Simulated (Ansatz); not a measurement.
# The potential step between two gates: bismuthene 3 layers, AB

Two oppositely charged gates put a neutral stack in a displacement field D. The voltage between them is D/ε₀ times an electrical distance, shorter than the real one because the stack screens.

**Method.** Ansatz 0.2.0, plane waves with PAW datasets (its set soft_2), PBE-D3(BJ); isolated slab, charged sheets 6 Å from the outer atoms behind model barriers, atoms held. Voltages count from the uncharged case.

```
  run  D/ε₀ (V/nm)  step in an electron's potential, upper less lower gate (eV)
run 1       −1.810                                                       −1.677
run 2        0.000                                                        0.000
run 3        0.905                                                        0.838
run 4        1.810                                                        1.676
run 5        2.714                                                        2.513
run 6        3.619                                                            ?
```

**Question.** What value belongs in the row marked “?”, and how far can the other rows tell?

A least-squares line through the 5 rows shown has slope 0.9262 and intercept −0.0004; no row lies more than 0.001 eV off it. The size of the slope, 0.926 nm, is the electrical distance; the sheets are 2.316 nm apart, and screening reaches beyond the outer atoms. At 3.619 it gives 0.9262 × 3.619 + (−0.0004) = 3.352 eV, beyond the rows fitted. Rounding and scatter of the rows alone allow about ±0.001 eV there.

The run itself gives 3.349 eV: a miss of −0.003 eV, or 0.1 % of the value. Screening stays linear to within 1 % over this range.

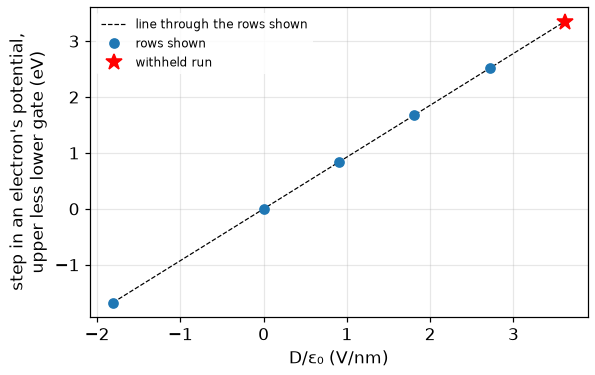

The fit and the withheld run.

Caveats: The gates are model sheets, not atoms. Spin-orbit coupling is left out, which changes the bands of elements this heavy.

[Logs are printed without paths, hosts, clocks, repeated set-up lines and the standing remarks that a program may print on its own settings, such as how far it seeks lower states.]
